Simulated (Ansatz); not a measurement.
One crystal and one scan (energy against volume) at two levels, PBE (plane waves to 420 eV, PAW, scalar-relativistic; Ansatz, a first-principles code) and r2SCAN (plane waves to 500 eV, PAW, scalar-relativistic; Ansatz), each from its own relaxed cell and on its own mesh. The cell shown is that of PBE.

C (diamond)

```
C
1.0
    0.00000     1.78578     1.78578
    1.78578     0.00000     1.78578
    1.78578     1.78578     0.00000
C
2
Cartesian
  1.78578   1.78578   1.78578
  2.67868   2.67868   2.67868
```

The volume is varied about the relaxed value V₀ at fixed cell shape. Symmetry pins the atoms to their sites.

Energies are smeared free energies. C was relaxed with its symmetry unable to fall. Percentages come from the unrounded values. Both scans cover V/V₀ from 0.940 to 1.060.

```csv
quantity,PBE,r2SCAN,PBE − r2SCAN
Lattice constant a (Å),3.572,3.560,+0.012 (+0.3 %)
"Band gap of the relaxed cell, no spin-orbit coupling (eV)",4.13,4.36,-0.23 (-5.4 %)
Pressure at the smallest volume (GPa),30.0,31.2,-1.2 (-3.8 %)
Energy cost of the largest compression (meV/atom),30.5,31.4,-0.9 (-2.9 %)
Energy cost of the largest expansion (meV/atom),25.3,26.1,-0.8 (-3 %)
Bulk modulus B₀ (third-order Birch-Murnaghan fit) (GPa),432.8,450.6,-17.8 (-3.9 %)
Pressure derivative B₀′ (fit),3.7,3.7,0.0
Pressure for 5 % compression (fit) (GPa),24.4,25.4,-1.0 (-4 %)
```

PBE gives the higher value for: lattice constant a. PBE gives the lower value for: band gap of the relaxed cell, no spin-orbit coupling; pressure at the smallest volume; energy cost of the largest compression; energy cost of the largest expansion; bulk modulus B₀; pressure for 5 % compression. They agree on: pressure derivative B₀′ (within 1.5 %). For the lattice constant a the reference is 3.553 Å (measured, corrected to the static lattice; as given in Daniel Mejia-Rodriguez, S. B. Trickey, Physical Review B (2018), arXiv:1807.09216): r2SCAN lies nearer. For the bulk modulus B₀ the reference is 454.7 GPa (measured, corrected to the static lattice; as given in Daniel Mejia-Rodriguez, S. B. Trickey, Physical Review B (2018), arXiv:1807.09216): within its tolerance of 5 % it doesn't tell which level is nearer.  Neither level is exact: the differences show how much the result hangs on the functional.

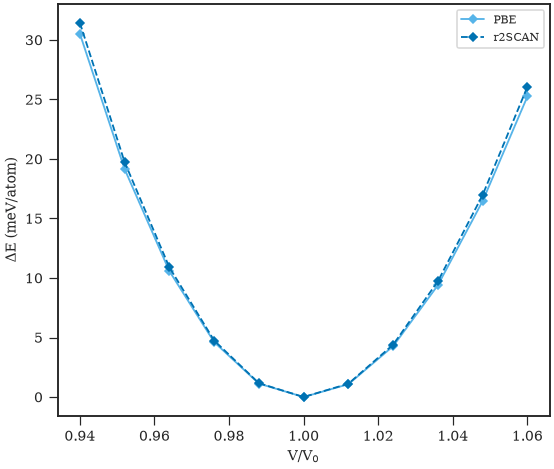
Fig. 1. ΔE, each from the relaxed starting cell of its own level.

(Under strain, the slope of the energy per volume gives the stress and its curvature an elastic modulus.)
